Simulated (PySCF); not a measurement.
**EPR calculation of C₆H₄Cl**

System: C₆H₄Cl, multiplicity 2, SMILES [CH2]C#CC#CCCl.
Method: UKS B3LYP, pcH-1 on C Cl H, non-relativistic, mean-field spin-orbit, GIAO (PySCF 2.14.0).

It belongs to a series of runs on one base structure; here: H removed from sp3 C.

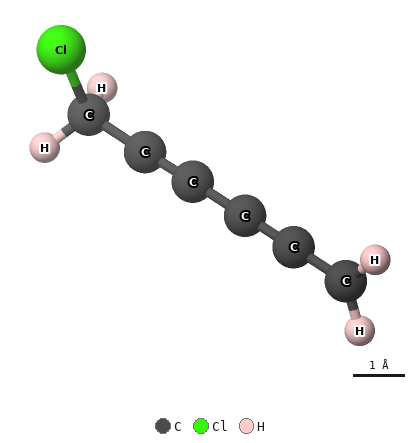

The structure as given in the input (ball-and-stick view, seen at a tilt). Bond lengths as drawn: C–C 1.22 to 1.43 Å, C–Cl 1.82 Å and C–H 1.08 to 1.09 Å.

**Results in brief**

| quantity | value |
| --- | --- |
| outcome | converged |
| total energy | −691.105515 hartree |
| ⟨S²⟩ | 0.782 |
| isotropic g | 2.0028 |
| hardware | 1 CPU thread, shared host |
| wall time | 48 s |
| peak memory | 0.73 GiB |

**Input**
```
{"job": {"kind": "epr", "basis": "pcH-1"}, "charge": 0, "multiplicity": 2}
C      3.570371     0.338333    -0.116330
C      2.246215     0.192408    -0.119593
C      1.014722     0.051339    -0.125340
C     -0.309233    -0.090234    -0.123666
C     -1.515396    -0.267161    -0.147475
C     -2.938624    -0.388644    -0.121434
Cl    -3.693497     1.067500     0.659550
H      4.221433    -0.510282    -0.236171
H      4.020795     1.307755     0.008270
H     -3.255649    -1.253270     0.465483
H     -3.355712    -0.445074    -1.129338
```

The first line tells a small driver script what to run in PySCF; the rest is the geometry in Å.

Run as:
```bash
OMP_NUM_THREADS=1 python <driver script> task.json out
```

**The program's output**
```
UKS, coarse grid
  cycle   1  E = -691.06669688  |g| = 2.76e-01
  cycle   2  E = -691.04519842  |g| = 3.28e-01
  cycle   3  E = -691.08885978  |g| = 1.70e-01
  cycle   4  E = -691.10387649  |g| = 5.18e-02
  cycle   5  E = -691.10528632  |g| = 1.46e-02
  cycle   6  E = -691.10543195  |g| = 7.97e-03
  cycle   7  E = -691.10548353  |g| = 6.52e-03
  cycle   8  E = -691.10552114  |g| = 2.12e-03
  cycle   9  E = -691.10553246  |g| = 1.01e-03
  cycle  10  E = -691.10553412  |g| = 6.38e-04
UKS, final grid
  cycle   1  E = -691.10551450  |g| = 7.88e-04
  cycle   2  E = -691.10551430  |g| = 1.24e-03
  cycle   3  E = -691.10551514  |g| = 2.65e-04
  cycle   4  E = -691.10551521  |g| = 2.06e-04
  cycle   5  E = -691.10551535  |g| = 8.93e-05
  cycle   6  E = -691.10551535  |g| = 3.59e-05
  cycle   7  E = -691.10551536  |g| = 1.74e-05
E = -691.10551536 Eh   <S^2> = 0.7824 (exact 0.7500)
g shifts (ppm)      1          2          3
  rmc          -145       -145       -145
  gc             -2         24         34
  oz_so        -154        598       1352
  total        -301        477       1241
hyperfine (MHz)  atom isotope    a_iso     a_fc   dipolar eigenvalues
    0   13C      53.14      53.19    -50.02    -48.83     98.85
    1   13C     -61.42     -61.46    -21.27     -2.55     23.82
    2   13C      45.21      45.26    -43.56    -30.67     74.23
    3   13C     -50.05     -50.08    -15.88     -0.88     16.76
    4   13C      32.28      32.31    -31.61    -19.02     50.62
    5   13C     -13.86     -13.86     -1.08      0.27      0.81
    6  35Cl       3.24       3.17     -2.22     -2.05      4.27
    7    1H     -46.89     -46.90    -22.95     -0.59     23.54
    8    1H     -46.90     -46.91    -22.97     -0.58     23.55
    9    1H      30.04      30.04     -1.87     -1.80      3.67
   10    1H      48.25      48.26     -2.39     -1.18      3.58
```

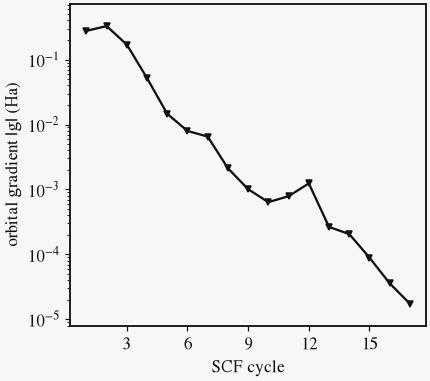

Convergence of the self-consistent field: orbital gradient |g| against the SCF cycle. All cycles printed in the log are drawn one after another.

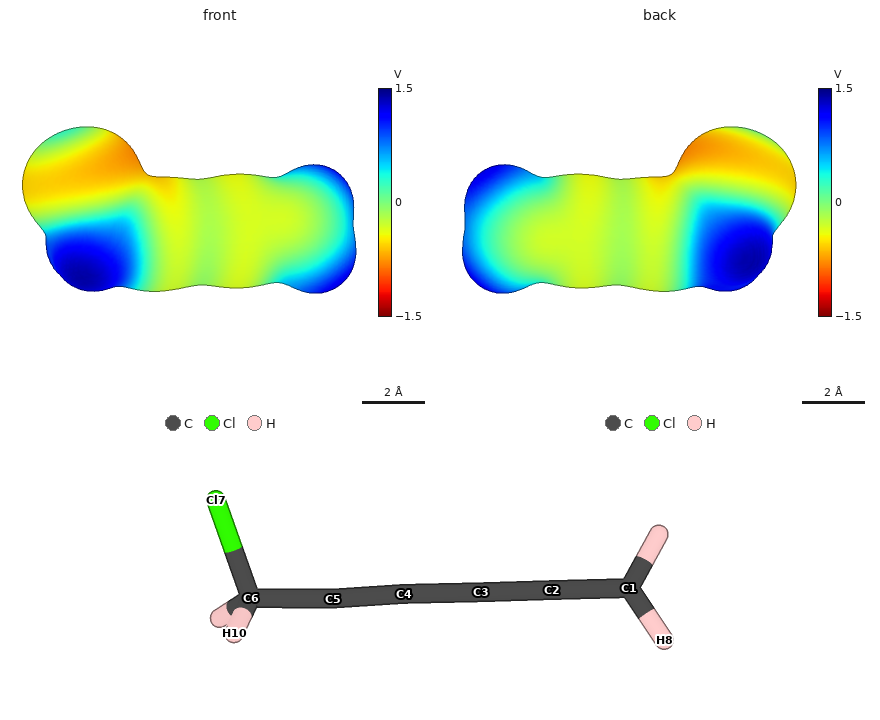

The molecular electrostatic potential painted on the density surface at 0.002 e/bohr³, seen face on and from behind; red is negative and blue positive. The bare structure is drawn below in the same view.

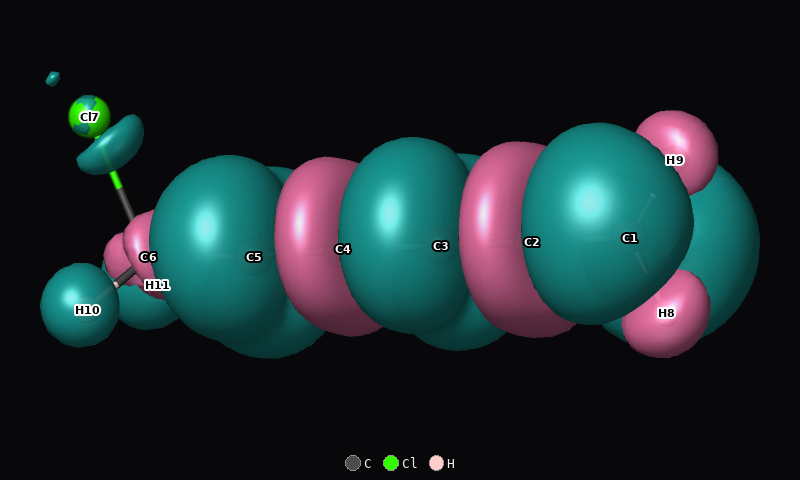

Isosurfaces of the spin density (α minus β) at +0.006 (teal) and −0.006 e/Å³ (pink), seen at a tilt. The unpaired spin (1 electron) lies mostly on C1 (about 0.4), C3 (about 0.3) and C5 (about 0.2), in electrons by Hirshfeld's partition.

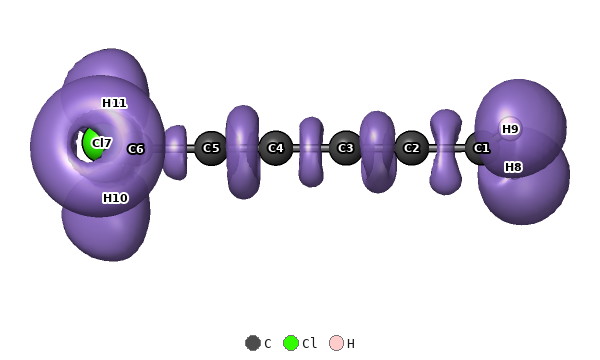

Isosurface of the electron localisation function at 0.8 (purple), seen from the side. Core shells and regions of very low density are left out. Values along the shortest contacts: C–C (1.22 Å): the ELF peaks at about 0.85 between the atoms; a multiple bond by its length, whose ELF region spreads away from the axis.
